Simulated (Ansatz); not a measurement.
## Run report: WH$_{6}$O, molecular dynamics (part 1 of 5)

The run: molecular dynamics of WH$_{6}$O. Method and program: RKS PBE-D4/def2-SVP (Ansatz 0.2.0).

It belongs to a series of runs on one base structure; here: dynamics from the start. Figures and captions count atoms from 1; the log counts them from 0 in places.

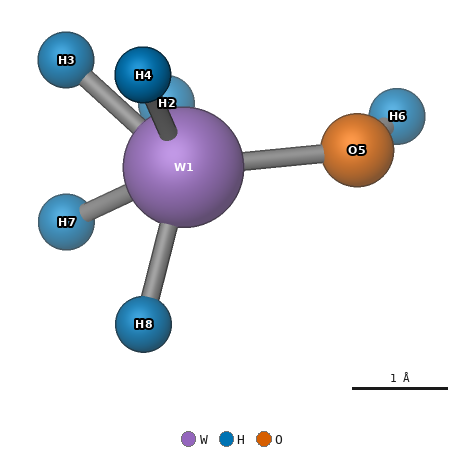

Figure 1. The starting structure (ball-and-stick view, seen at a tilt; atoms are numbered from 1 in the order of the input). Sticks mark near contacts. Bond lengths as drawn: H–O 0.98 Å, H–W 1.67 to 1.72 Å and O–W 1.88 Å.

## Input
```yaml
crystal:
  periodic: [false, false, false]
  atoms:
    - { symbol: W, position_ang: [-0.243561, 0.176857, -0.221904] }
    - { symbol: H, position_ang: [-0.057352, -0.716715, 1.172242] }
    - { symbol: H, position_ang: [1.151898, 0.402133, 0.712785] }
    - { symbol: H, position_ang: [0.443317, 1.748188, -0.243566] }
    - { symbol: O, position_ang: [-2.035451, 0.23989, 0.3425] }
    - { symbol: H, position_ang: [-2.442734, -0.154271, 1.136087] }
    - { symbol: H, position_ang: [0.793995, -1.162581, -0.2417] }
    - { symbol: H, position_ang: [-0.107212, -0.659801, -1.712743] }
basis:
  gaussian: { orbitals: def2-SVP }
hamiltonian:
  xc: pbe
  dispersion: d4
md:
  timestep: 0.5
  n_steps: 150
  ensemble: nvt_langevin
  temperature: 200.0
  initial_velocities: maxwell_boltzmann
  seed: 449600
  friction: 0.02
```

Launch command:
```bash
ansatz run input.yaml --threads 1 --pin off --max-ram 2048MiB --backend cpu --events-out ev --progress --plain --runs-dir out
```

## What the program printed
```
Engine: ansatz 0.2.0, x86_64-unknown-linux-gnu
Functional definition: PBE
  parameter kappa = 0.804
  parameter beta = 0.06672455060314922
  exchange = pbe_x(kappa = kappa, mu = beta*pi^2/3)
  correlation = pbe_c(beta = beta)
798 factors; their error is unknown
mean field evaluation 1: about -3961.1272 eV, gradient 5.1e1 eV
mean field evaluation 2: about -3907.5887 eV, gradient 1.6e2 eV
mean field evaluation 4: about -3965.5003 eV, gradient 1.7e1 eV
mean field evaluation 8: about -3966.2750 eV, gradient 2.0e-1 eV
mean field evaluation 16: about -3966.2402 eV, gradient 1.2e-4 eV
mean field -3966.24015576 eV, -145.7566373101 hartree, gradient 4.8e-5 eV, S^2 0.000000; 0 other end points of the search recorded, 0 dependent functions left out
the calculation of the forces begins
reference -3966.24021362 eV, -145.7566394365 hartree; 14, 14 occupied and 62, 62 virtual orbitals, 798 factors
md step     0: t =     0.00 fs  T =   175.0 K  F+E_penalty+E_count = -3966.37539774 eV  E_kin = 0.180964 eV  (28 SCF iters)
these checks for a lower state are left out or cut short: starts, cluster_reference, orbital_swaps, neighbouring_geometries, increment
798 factors; their error is unknown
mean field -3966.23453942 eV, -145.7564309132 hartree, gradient 2.0e-5 eV, S^2 0.000000; 0 other end points of the search recorded, 0 dependent functions left out
the calculation of the forces begins
reference -3966.23459727 eV, -145.7564330391 hartree; 14, 14 occupied and 62, 62 virtual orbitals, 798 factors
md step     1: t =     0.50 fs  T =   173.6 K  F+E_penalty+E_count = -3966.36970750 eV  E_kin = 0.179512 eV  (31 SCF iters, 9 dispersion substeps)
[... from here on the SCF iterations and repeated set-up lines of each step are left out, up to the last step ...]
md step     2: t =     1.00 fs  T =   149.9 K  F+E_penalty+E_count = -3966.35498137 eV  E_kin = 0.155000 eV  (31 SCF iters, 9 dispersion substeps)
md step     3: t =     1.50 fs  T =   133.7 K  F+E_penalty+E_count = -3966.33567239 eV  E_kin = 0.138240 eV  (31 SCF iters, 9 dispersion substeps)
md step     4: t =     2.00 fs  T =   109.2 K  F+E_penalty+E_count = -3966.31668549 eV  E_kin = 0.112880 eV  (31 SCF iters, 9 dispersion substeps)
md step     5: t =     2.50 fs  T =    85.3 K  F+E_penalty+E_count = -3966.30192870 eV  E_kin = 0.088162 eV  (31 SCF iters, 9 dispersion substeps)
md step     6: t =     3.00 fs  T =    88.5 K  F+E_penalty+E_count = -3966.29189500 eV  E_kin = 0.091487 eV  (31 SCF iters, 9 dispersion substeps)
md step     7: t =     3.50 fs  T =    93.4 K  F+E_penalty+E_count = -3966.28604052 eV  E_kin = 0.096577 eV  (31 SCF iters, 9 dispersion substeps)
md step     8: t =     4.00 fs  T =    94.3 K  F+E_penalty+E_count = -3966.28304220 eV  E_kin = 0.097504 eV  (31 SCF iters, 9 dispersion substeps)
md step     9: t =     4.50 fs  T =   101.5 K  F+E_penalty+E_count = -3966.28031066 eV  E_kin = 0.104979 eV  (31 SCF iters, 9 dispersion substeps)
md step    10: t =     5.00 fs  T =    91.6 K  F+E_penalty+E_count = -3966.27641827 eV  E_kin = 0.094749 eV  (31 SCF iters, 9 dispersion substeps)
md step    11: t =     5.50 fs  T =    94.2 K  F+E_penalty+E_count = -3966.27187375 eV  E_kin = 0.097458 eV  (32 SCF iters, 9 dispersion substeps)
md step    12: t =     6.00 fs  T =    90.8 K  F+E_penalty+E_count = -3966.26784050 eV  E_kin = 0.093912 eV  (31 SCF iters, 9 dispersion substeps)
md step    13: t =     6.50 fs  T =    87.6 K  F+E_penalty+E_count = -3966.26762058 eV  E_kin = 0.090584 eV  (32 SCF iters, 9 dispersion substeps)
md step    14: t =     7.00 fs  T =    95.8 K  F+E_penalty+E_count = -3966.27366833 eV  E_kin = 0.099068 eV  (32 SCF iters, 9 dispersion substeps)
md step    15: t =     7.50 fs  T =   107.2 K  F+E_penalty+E_count = -3966.28345349 eV  E_kin = 0.110896 eV  (31 SCF iters, 9 dispersion substeps)
md step    16: t =     8.00 fs  T =   115.7 K  F+E_penalty+E_count = -3966.29125760 eV  E_kin = 0.119693 eV  (31 SCF iters, 9 dispersion substeps)
md step    17: t =     8.50 fs  T =   130.3 K  F+E_penalty+E_count = -3966.29375140 eV  E_kin = 0.134780 eV  (31 SCF iters, 9 dispersion substeps)
md step    18: t =     9.00 fs  T =   129.1 K  F+E_penalty+E_count = -3966.28787906 eV  E_kin = 0.133540 eV  (29 SCF iters, 9 dispersion substeps)
md step    19: t =     9.50 fs  T =   116.8 K  F+E_penalty+E_count = -3966.27448812 eV  E_kin = 0.120739 eV  (31 SCF iters, 9 dispersion substeps)
md step    20: t =    10.00 fs  T =    93.9 K  F+E_penalty+E_count = -3966.25782549 eV  E_kin = 0.097094 eV  (31 SCF iters, 9 dispersion substeps)
md step    21: t =    10.50 fs  T =    85.1 K  F+E_penalty+E_count = -3966.24192866 eV  E_kin = 0.088017 eV  (31 SCF iters, 9 dispersion substeps)
md step    22: t =    11.00 fs  T =    78.8 K  F+E_penalty+E_count = -3966.22855178 eV  E_kin = 0.081444 eV  (32 SCF iters, 9 dispersion substeps)
md step    23: t =    11.50 fs  T =    70.9 K  F+E_penalty+E_count = -3966.22087721 eV  E_kin = 0.073328 eV  (31 SCF iters, 9 dispersion substeps)
md step    24: t =    12.00 fs  T =    70.3 K  F+E_penalty+E_count = -3966.22098016 eV  E_kin = 0.072690 eV  (31 SCF iters, 9 dispersion substeps)
md step    25: t =    12.50 fs  T =    81.5 K  F+E_penalty+E_count = -3966.22506288 eV  E_kin = 0.084231 eV  (31 SCF iters, 9 dispersion substeps)
md step    26: t =    13.00 fs  T =    75.0 K  F+E_penalty+E_count = -3966.23007973 eV  E_kin = 0.077558 eV  (31 SCF iters, 9 dispersion substeps)
md step    27: t =    13.50 fs  T =    84.5 K  F+E_penalty+E_count = -3966.23747346 eV  E_kin = 0.087369 eV  (31 SCF iters, 9 dispersion substeps)
md step    28: t =    14.00 fs  T =    88.5 K  F+E_penalty+E_count = -3966.24554534 eV  E_kin = 0.091495 eV  (31 SCF iters, 9 dispersion substeps)
md step    29: t =    14.50 fs  T =    86.1 K  F+E_penalty+E_count = -3966.25330588 eV  E_kin = 0.089024 eV  (31 SCF iters, 9 dispersion substeps)
md step    30: t =    15.00 fs  T =   102.4 K  F+E_penalty+E_count = -3966.26401576 eV  E_kin = 0.105915 eV  (31 SCF iters, 9 dispersion substeps)
md step    31: t =    15.50 fs  T =   111.3 K  F+E_penalty+E_count = -3966.27715543 eV  E_kin = 0.115078 eV  (31 SCF iters, 9 dispersion substeps)
md step    32: t =    16.00 fs  T =   126.6 K  F+E_penalty+E_count = -3966.29270327 eV  E_kin = 0.130913 eV  (31 SCF iters, 9 dispersion substeps)
md step    33: t =    16.50 fs  T =   142.9 K  F+E_penalty+E_count = -3966.30967672 eV  E_kin = 0.147744 eV  (31 SCF iters, 9 dispersion substeps)
md step    34: t =    17.00 fs  T =   163.8 K  F+E_penalty+E_count = -3966.32556478 eV  E_kin = 0.169409 eV  (31 SCF iters, 9 dispersion substeps)
md step    35: t =    17.50 fs  T =   193.5 K  F+E_penalty+E_count = -3966.33534448 eV  E_kin = 0.200083 eV  (31 SCF iters, 9 dispersion substeps)
md step    36: t =    18.00 fs  T =   205.8 K  F+E_penalty+E_count = -3966.33266120 eV  E_kin = 0.212859 eV  (31 SCF iters, 9 dispersion substeps)
md step    37: t =    18.50 fs  T =   211.0 K  F+E_penalty+E_count = -3966.31724213 eV  E_kin = 0.218206 eV  (30 SCF iters, 9 dispersion substeps)
md step    38: t =    19.00 fs  T =   170.7 K  F+E_penalty+E_count = -3966.29401654 eV  E_kin = 0.176501 eV  (31 SCF iters, 9 dispersion substeps)
md step    39: t =    19.50 fs  T =   161.7 K  F+E_penalty+E_count = -3966.26960532 eV  E_kin = 0.167207 eV  (31 SCF iters, 9 dispersion substeps)
md step    40: t =    20.00 fs  T =   138.1 K  F+E_penalty+E_count = -3966.24969825 eV  E_kin = 0.142843 eV  (31 SCF iters, 9 dispersion substeps)
md step    41: t =    20.50 fs  T =   138.2 K  F+E_penalty+E_count = -3966.23906542 eV  E_kin = 0.142930 eV  (32 SCF iters, 9 dispersion substeps)
md step    42: t =    21.00 fs  T =   139.9 K  F+E_penalty+E_count = -3966.23786849 eV  E_kin = 0.144704 eV  (32 SCF iters, 9 dispersion substeps)
md step    43: t =    21.50 fs  T =   136.2 K  F+E_penalty+E_count = -3966.24319513 eV  E_kin = 0.140816 eV  (32 SCF iters, 9 dispersion substeps)
md step    44: t =    22.00 fs  T =   142.2 K  F+E_penalty+E_count = -3966.25064676 eV  E_kin = 0.147006 eV  (32 SCF iters, 9 dispersion substeps)
md step    45: t =    22.50 fs  T =   148.7 K  F+E_penalty+E_count = -3966.25821344 eV  E_kin = 0.153801 eV  (31 SCF iters, 9 dispersion substeps)
md step    46: t =    23.00 fs  T =   133.2 K  F+E_penalty+E_count = -3966.26261546 eV  E_kin = 0.137760 eV  (32 SCF iters, 9 dispersion substeps)
md step    47: t =    23.50 fs  T =   146.3 K  F+E_penalty+E_count = -3966.26190005 eV  E_kin = 0.151246 eV  (31 SCF iters, 9 dispersion substeps)
md step    48: t =    24.00 fs  T =   139.9 K  F+E_penalty+E_count = -3966.25771669 eV  E_kin = 0.144619 eV  (31 SCF iters, 9 dispersion substeps)
md step    49: t =    24.50 fs  T =   129.5 K  F+E_penalty+E_count = -3966.25516350 eV  E_kin = 0.133915 eV  (31 SCF iters, 9 dispersion substeps)
md step    50: t =    25.00 fs  T =   132.6 K  F+E_penalty+E_count = -3966.25776903 eV  E_kin = 0.137075 eV  (31 SCF iters, 9 dispersion substeps)
md step    51: t =    25.50 fs  T =   157.4 K  F+E_penalty+E_count = -3966.26505979 eV  E_kin = 0.162720 eV  (31 SCF iters, 9 dispersion substeps)
md step    52: t =    26.00 fs  T =   162.5 K  F+E_penalty+E_count = -3966.27405586 eV  E_kin = 0.168070 eV  (31 SCF iters, 9 dispersion substeps)
md step    53: t =    26.50 fs  T =   167.3 K  F+E_penalty+E_count = -3966.27909595 eV  E_kin = 0.172991 eV  (31 SCF iters, 9 dispersion substeps)
md step    54: t =    27.00 fs  T =   161.0 K  F+E_penalty+E_count = -3966.27393812 eV  E_kin = 0.166534 eV  (31 SCF iters, 9 dispersion substeps)
md step    55: t =    27.50 fs  T =   137.2 K  F+E_penalty+E_count = -3966.25826733 eV  E_kin = 0.141853 eV  (32 SCF iters, 9 dispersion substeps)
md step    56: t =    28.00 fs  T =   109.9 K  F+E_penalty+E_count = -3966.23789826 eV  E_kin = 0.113664 eV  (31 SCF iters, 9 dispersion substeps)
md step    57: t =    28.50 fs  T =    97.7 K  F+E_penalty+E_count = -3966.21728128 eV  E_kin = 0.101042 eV  (29 SCF iters, 9 dispersion substeps)
md step    58: t =    29.00 fs  T =    78.5 K  F+E_penalty+E_count = -3966.19937844 eV  E_kin = 0.081185 eV  (31 SCF iters, 9 dispersion substeps)
md step    59: t =    29.50 fs  T =    68.5 K  F+E_penalty+E_count = -3966.18797222 eV  E_kin = 0.070822 eV  (31 SCF iters, 9 dispersion substeps)
md step    60: t =    30.00 fs  T =    80.4 K  F+E_penalty+E_count = -3966.18594125 eV  E_kin = 0.083181 eV  (32 SCF iters, 9 dispersion substeps)
md step    61: t =    30.50 fs  T =    86.3 K  F+E_penalty+E_count = -3966.19272740 eV  E_kin = 0.089213 eV  (31 SCF iters, 9 dispersion substeps)
md step    62: t =    31.00 fs  T =   110.4 K  F+E_penalty+E_count = -3966.20716777 eV  E_kin = 0.114209 eV  (31 SCF iters, 9 dispersion substeps)
md step    63: t =    31.50 fs  T =   119.3 K  F+E_penalty+E_count = -3966.22474911 eV  E_kin = 0.123414 eV  (31 SCF iters, 9 dispersion substeps)
md step    64: t =    32.00 fs  T =   150.8 K  F+E_penalty+E_count = -3966.24154993 eV  E_kin = 0.155891 eV  (31 SCF iters, 9 dispersion substeps)
md step    65: t =    32.50 fs  T =   173.3 K  F+E_penalty+E_count = -3966.25436253 eV  E_kin = 0.179155 eV  (32 SCF iters, 9 dispersion substeps)
md step    66: t =    33.00 fs  T =   185.5 K  F+E_penalty+E_count = -3966.25997675 eV  E_kin = 0.191801 eV  (31 SCF iters, 9 dispersion substeps)
md step    67: t =    33.50 fs  T =   191.2 K  F+E_penalty+E_count = -3966.26070964 eV  E_kin = 0.197706 eV  (31 SCF iters, 9 dispersion substeps)
md step    68: t =    34.00 fs  T =   189.8 K  F+E_penalty+E_count = -3966.26043231 eV  E_kin = 0.196262 eV  (32 SCF iters, 9 dispersion substeps)
md step    69: t =    34.50 fs  T =   195.6 K  F+E_penalty+E_count = -3966.25838979 eV  E_kin = 0.202312 eV  (31 SCF iters, 9 dispersion substeps)
md step    70: t =    35.00 fs  T =   188.9 K  F+E_penalty+E_count = -3966.25393331 eV  E_kin = 0.195321 eV  (32 SCF iters, 9 dispersion substeps)
md step    71: t =    35.50 fs  T =   195.7 K  F+E_penalty+E_count = -3966.24637004 eV  E_kin = 0.202385 eV  (32 SCF iters, 9 dispersion substeps)
md step    72: t =    36.00 fs  T =   166.2 K  F+E_penalty+E_count = -3966.23584794 eV  E_kin = 0.171842 eV  (31 SCF iters, 9 dispersion substeps)
md step    73: t =    36.50 fs  T =   152.5 K  F+E_penalty+E_count = -3966.22545846 eV  E_kin = 0.157705 eV  (32 SCF iters, 9 dispersion substeps)
md step    74: t =    37.00 fs  T =   153.0 K  F+E_penalty+E_count = -3966.21642998 eV  E_kin = 0.158260 eV  (31 SCF iters, 9 dispersion substeps)
md step    75: t =    37.50 fs  T =   150.1 K  F+E_penalty+E_count = -3966.20963743 eV  E_kin = 0.155250 eV  (32 SCF iters, 9 dispersion substeps)
md step    76: t =    38.00 fs  T =   152.6 K  F+E_penalty+E_count = -3966.20566022 eV  E_kin = 0.157749 eV  (30 SCF iters, 9 dispersion substeps)
md step    77: t =    38.50 fs  T =   139.8 K  F+E_penalty+E_count = -3966.20572686 eV  E_kin = 0.144521 eV  (31 SCF iters, 9 dispersion substeps)
md step    78: t =    39.00 fs  T =   150.8 K  F+E_penalty+E_count = -3966.20977689 eV  E_kin = 0.155976 eV  (31 SCF iters, 9 dispersion substeps)
md step    79: t =    39.50 fs  T =   147.5 K  F+E_penalty+E_count = -3966.21595327 eV  E_kin = 0.152491 eV  (32 SCF iters, 9 dispersion substeps)
md step    80: t =    40.00 fs  T =   147.3 K  F+E_penalty+E_count = -3966.22410065 eV  E_kin = 0.152310 eV  (32 SCF iters, 9 dispersion substeps)
md step    81: t =    40.50 fs  T =   162.2 K  F+E_penalty+E_count = -3966.23424065 eV  E_kin = 0.167757 eV  (32 SCF iters, 9 dispersion substeps)
md step    82: t =    41.00 fs  T =   160.9 K  F+E_penalty+E_count = -3966.24548116 eV  E_kin = 0.166371 eV  (32 SCF iters, 9 dispersion substeps)
md step    83: t =    41.50 fs  T =   171.7 K  F+E_penalty+E_count = -3966.25622377 eV  E_kin = 0.177566 eV  (31 SCF iters, 9 dispersion substeps)
md step    84: t =    42.00 fs  T =   171.1 K  F+E_penalty+E_count = -3966.26453464 eV  E_kin = 0.176915 eV  (31 SCF iters, 9 dispersion substeps)
md step    85: t =    42.50 fs  T =   167.2 K  F+E_penalty+E_count = -3966.26986970 eV  E_kin = 0.172899 eV  (32 SCF iters, 9 dispersion substeps)
md step    86: t =    43.00 fs  T =   172.2 K  F+E_penalty+E_count = -3966.27224005 eV  E_kin = 0.178087 eV  (31 SCF iters, 9 dispersion substeps)
md step    87: t =    43.50 fs  T =   161.2 K  F+E_penalty+E_count = -3966.27185195 eV  E_kin = 0.166698 eV  (31 SCF iters, 9 dispersion substeps)
md step    88: t =    44.00 fs  T =   163.1 K  F+E_penalty+E_count = -3966.26946432 eV  E_kin = 0.168654 eV  (32 SCF iters, 9 dispersion substeps)
md step    89: t =    44.50 fs  T =   164.1 K  F+E_penalty+E_count = -3966.26458980 eV  E_kin = 0.169733 eV  (31 SCF iters, 9 dispersion substeps)
md step    90: t =    45.00 fs  T =   171.0 K  F+E_penalty+E_count = -3966.25560660 eV  E_kin = 0.176861 eV  (31 SCF iters, 9 dispersion substeps)
md step    91: t =    45.50 fs  T =   166.6 K  F+E_penalty+E_count = -3966.24210603 eV  E_kin = 0.172315 eV  (32 SCF iters, 9 dispersion substeps)
md step    92: t =    46.00 fs  T =   157.9 K  F+E_penalty+E_count = -3966.22283091 eV  E_kin = 0.163278 eV  (31 SCF iters, 9 dispersion substeps)
md step    93: t =    46.50 fs  T =   151.5 K  F+E_penalty+E_count = -3966.19829580 eV  E_kin = 0.156709 eV  (31 SCF iters, 9 dispersion substeps)
md step    94: t =    47.00 fs  T =   132.6 K  F+E_penalty+E_count = -3966.17457074 eV  E_kin = 0.137098 eV  (32 SCF iters, 9 dispersion substeps)
md step    95: t =    47.50 fs  T =   123.4 K  F+E_penalty+E_count = -3966.16013731 eV  E_kin = 0.127598 eV  (31 SCF iters, 9 dispersion substeps)
md step    96: t =    48.00 fs  T =   118.2 K  F+E_penalty+E_count = -3966.15707039 eV  E_kin = 0.122217 eV  (29 SCF iters, 9 dispersion substeps)
md step    97: t =    48.50 fs  T =   139.2 K  F+E_penalty+E_count = -3966.16534331 eV  E_kin = 0.143965 eV  (31 SCF iters, 9 dispersion substeps)
md step    98: t =    49.00 fs  T =   161.4 K  F+E_penalty+E_count = -3966.18273264 eV  E_kin = 0.166934 eV  (31 SCF iters, 9 dispersion substeps)
md step    99: t =    49.50 fs  T =   171.1 K  F+E_penalty+E_count = -3966.20260411 eV  E_kin = 0.176918 eV  (31 SCF iters, 9 dispersion substeps)
md step   100: t =    50.00 fs  T =   196.5 K  F+E_penalty+E_count = -3966.22146604 eV  E_kin = 0.203154 eV  (31 SCF iters, 9 dispersion substeps)
md step   101: t =    50.50 fs  T =   225.6 K  F+E_penalty+E_count = -3966.23715657 eV  E_kin = 0.233313 eV  (31 SCF iters, 9 dispersion substeps)
md step   102: t =    51.00 fs  T =   241.3 K  F+E_penalty+E_count = -3966.24654613 eV  E_kin = 0.249551 eV  (31 SCF iters, 9 dispersion substeps)
md step   103: t =    51.50 fs  T =   252.4 K  F+E_penalty+E_count = -3966.24987034 eV  E_kin = 0.260996 eV  (31 SCF iters, 9 dispersion substeps)
md step   104: t =    52.00 fs  T =   248.6 K  F+E_penalty+E_count = -3966.24874895 eV  E_kin = 0.257079 eV  (31 SCF iters, 9 dispersion substeps)
md step   105: t =    52.50 fs  T =   251.0 K  F+E_penalty+E_count = -3966.24481058 eV  E_kin = 0.259557 eV  (29 SCF iters, 9 dispersion substeps)
md step   106: t =    53.00 fs  T =   256.5 K  F+E_penalty+E_count = -3966.23807692 eV  E_kin = 0.265226 eV  (31 SCF iters, 9 dispersion substeps)
md step   107: t =    53.50 fs  T =   251.4 K  F+E_penalty+E_count = -3966.22739045 eV  E_kin = 0.260012 eV  (31 SCF iters, 9 dispersion substeps)
```
